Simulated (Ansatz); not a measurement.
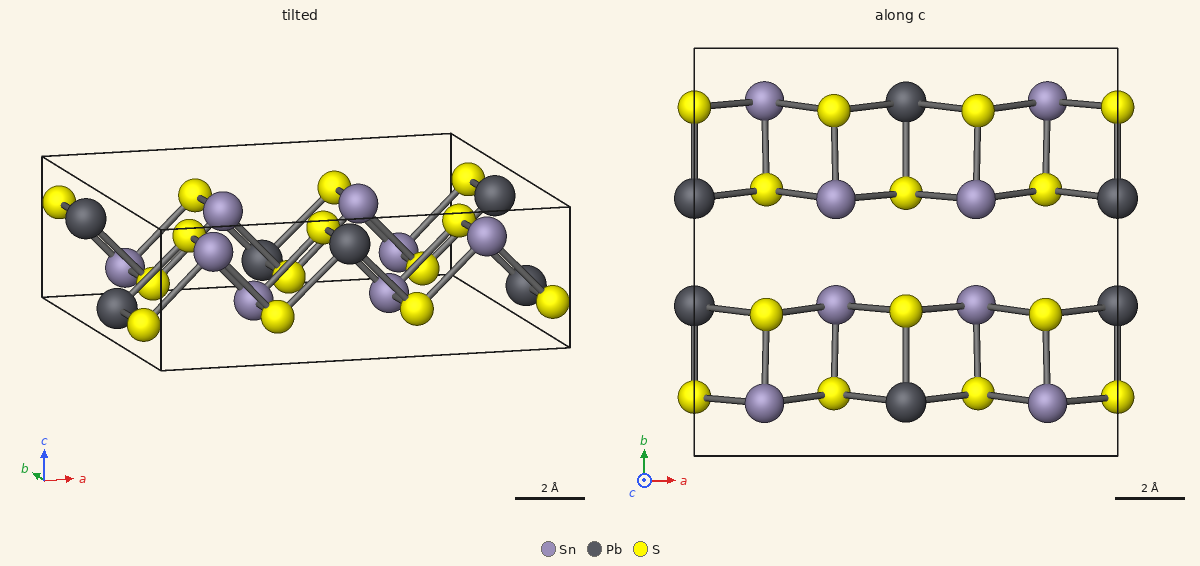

This ball-and-stick model is shown slightly off an axis and along the c axis. Thin lines show the conventional unit cell, with boundary atoms drawn in all their periodic places.

Sn$_{2}$PbS$_{3}$, space group Cmcm (No. 63), a = 12.440 Å, b = 11.988 Å, c = 4.175 Å, α = 90.00°, β = 90.00°, γ = 90.00°. Provenance: a structure type filled with these elements by a generator (whether the compound takes this form wasn't checked). Earlier steps of the study, as a rule a relaxation of our own, may have changed the cell and positions, so they can lie some per cent off the listed ones. It was run through Ansatz as a DFT input.

This one geometry was computed with Ansatz (DFT, plane waves, PAW) at three levels of theory: LDA, PBE and r2SCAN.

### Which level gives the highest pressure at this volume, and what does that say about its equilibrium volume?

Highest: PBE (0.0 GPa), which points to the largest equilibrium volume. Lowest, with the smallest volume: LDA (-4.4 GPa). Levels within 0.5 GPa of each other can't be told apart.

### How does the band gap change with the level of theory?

LDA: a gap of 0.51 eV, indirect; PBE: a gap of 0.62 eV, indirect; r2SCAN: a gap of 0.80 eV, indirect.

### Collect the results in a table.

| level | cutoff (eV) | k-mesh of the run's cell | gap (eV) | pressure (GPa) |
| --- | --- | --- | --- | --- |
| LDA | 420 | 4×4×8 | 0.51 | -4.4 |
| PBE | 420 | 4×4×8 | 0.62 | 0.0 |
| r2SCAN | 500 | 4×4×8 | 0.80 | -1.2 |

Gaps are taken on the k-mesh or band path of each run.
